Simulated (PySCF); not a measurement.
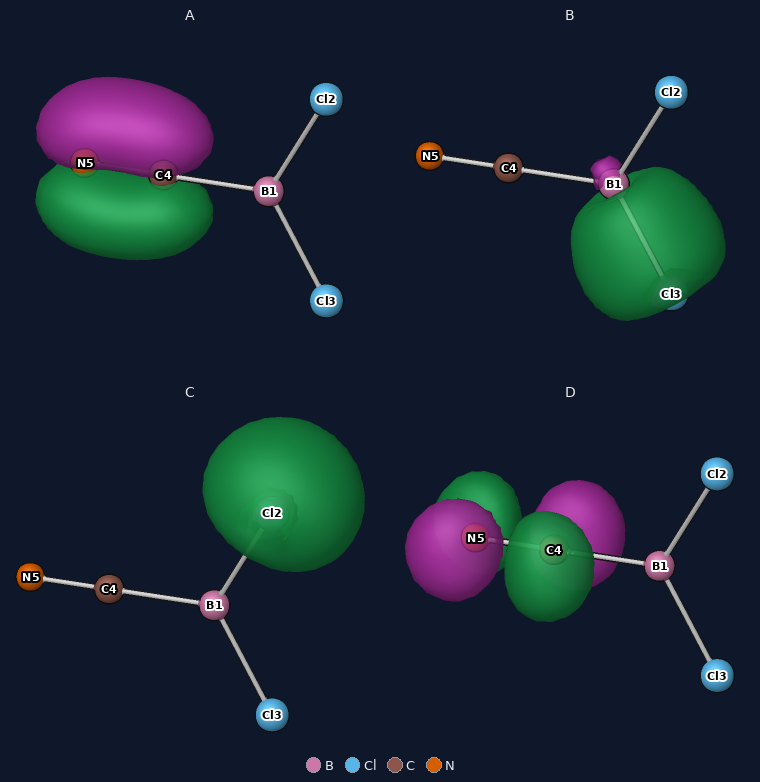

*BCl2(CN) (CBCl$_{2}$N). Intrinsic bond orbitals (IBO), occupied and valence-virtual; each surface holds about 80 % of the orbital's density. Energies are diagonal elements of the Fock matrix.*

PySCF calculation, PBE0/def2-TZVP, gas phase; geometry: GFN2-xTB. No frequency check shows the geometry to be a minimum. GFN2-xTB bond lengths at metals and heavier atoms can be off by up to 0.1 Å and shapes distorted, which carries into these values.

Input

```python
import numpy as np
from pyscf import gto, scf, dft, lo
from pyscf.data.elements import chemcore

def solve(mol, dm0=None, hcore=None):
    mf = (dft.UKS if mol.spin else dft.RKS)(mol, xc='pbe0')
    mf.grids.level = 3
    mf = mf.density_fit(auxbasis='def2-universal-jkfit')
    mf.conv_tol, mf.max_cycle = 1e-8, 80
    if hcore is not None:
        mf.get_hcore = lambda *args: hcore
    mf.kernel(dm0)
    if not mf.converged:
        mf = mf.newton().run(mf.mo_coeff, mf.mo_occ, max_cycle=30)
    assert mf.converged, 'SCF not converged'
    return mf

mol = gto.M(atom='''
B      0.01116    -0.00030     0.00000
Cl    -0.82286    -1.49434     0.00000
Cl    -0.83133     1.49038     0.00000
C      1.54150     0.00375     0.00000
N      2.68807     0.00662     0.00000
''', basis='def2-tzvp', charge=0, spin=0, verbose=4)
mf = solve(mol)
occ_all = mf.mo_coeff[:, mf.mo_occ > 0]
occ = occ_all[:, chemcore(mol):]
loc = lo.ibo.ibo(mol, occ, iaos=lo.iao.iao(mol, occ_all))
fock, s = mf.get_fock(), mf.get_ovlp()
ortho = lo.orth_ao(mol, 'meta_lowdin')
ortho = lo.vec_lowdin(lo.iao.iao(mol, occ_all), s)
labels = lo.iao.reference_mol(mol).ao_labels(fmt=None)
vir = lo.vvo.livvo(mol, occ_all, mf.mo_coeff[:, mf.mo_occ == 0])
both = np.hstack([loc, vir])
p = (ortho.T @ s @ both) ** 2
pop = np.array([p[[l[0] == a for l in labels]].sum(0) for a in range(mol.natm)])
spd = np.array([[p[[l[0] == a and l[2][-1] == k for l in labels]].sum(0) for k in 'spd'] for a in range(mol.natm)])
eps = np.einsum('pi,pq,qi->i', both, fock, both)
for i in np.argsort(eps):
    top = np.argsort(-pop[:, i])[:3]
    print('%3d %s %9.4f Eh ' % (i + 1, 'occ' if i < loc.shape[1] else 'vir', eps[i]), '  '.join('%s%d %.3f' % (mol.atom_symbol(a), a + 1, pop[a, i]) for a in top))
np.savez('result.npz', c=both, nocc=loc.shape[1], pop=pop, spd=spd, eps=eps, e=mf.e_tot)
```

Run with:

```sh
OMP_NUM_THREADS=1 python input.py
```

The run took 27 s on 1 thread of AMD EPYC (Zen 3), on a shared host, peak memory 0.61 GiB.

### What does each orbital represent in a Lewis picture?

By panel:
- A: π bond N5–C4 (N5 53 %, C4 46 %; −10.7 eV)
- B: σ bond Cl3–B1 (Cl3 64 %, B1 36 %; −19.6 eV)
- C: lone pair on Cl2 (sp0.4-type) (Cl2 100 %; −18.8 eV)
- D: π* orbital C4–N5 (C4 50 %, N5 50 %; 1.9 eV)
